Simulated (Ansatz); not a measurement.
Pulling on the Al1–H2 bond in CH6AlN (SMILES [CH3][AlH][NH2]) (multiplicity 1 held, fragments rigid). Energies count from the point at 1.581 Å.
Geometry at that point (charge 0, multiplicity 1):
```xyz
9

Al    -0.27445    -0.28121    -0.33029
H     -1.12315    -1.12234    -1.36565
C      0.13996     1.61436    -0.55557
H      0.69356     1.78924    -1.48299
H      0.73697     2.01501     0.26678
H     -0.77389     2.21218    -0.62371
N      0.31278    -1.15024     1.10030
H      0.86353    -0.74692     1.84233
H      0.14164    -2.12599     1.28831
```

Restricted levels (R-, RO-) in cc, def2 and unpolarised 6-31G sets keep to the state of the molecule at rest. U- levels take the lowest unrestricted solution at each point, which mixes spins at long bonds. Active spaces are followed from a long bond inwards. Levels need not reach the same state.

Cores are frozen in the correlated methods.

Programs: Ansatz (Gaussian orbitals). Each number belongs to the level named beside it.

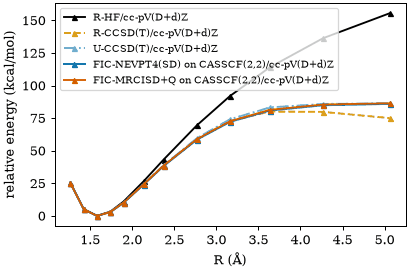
Fig. 1. Relative energy along the coordinate

Task: Read off the R-HF/cc-pV(D+d)Z curve at R = 2.767.

Result: about 69 kcal/mol

Doubts at one or more of the structures used: a restricted determinant that unrestricted orbitals would lower (R-HF/cc-pV(D+d)Z, R-CCSD(T)/cc-pV(D+d)Z); other coupled-cluster roots lie near (R-CCSD(T)/cc-pV(D+d)Z); T1 above 0.05 (R-CCSD(T)/cc-pV(D+d)Z, U-CCSD(T)/cc-pV(D+d)Z); a spin-contaminated determinant (U-CCSD(T)/cc-pV(D+d)Z).

Ansatz is an electronic-structure program.
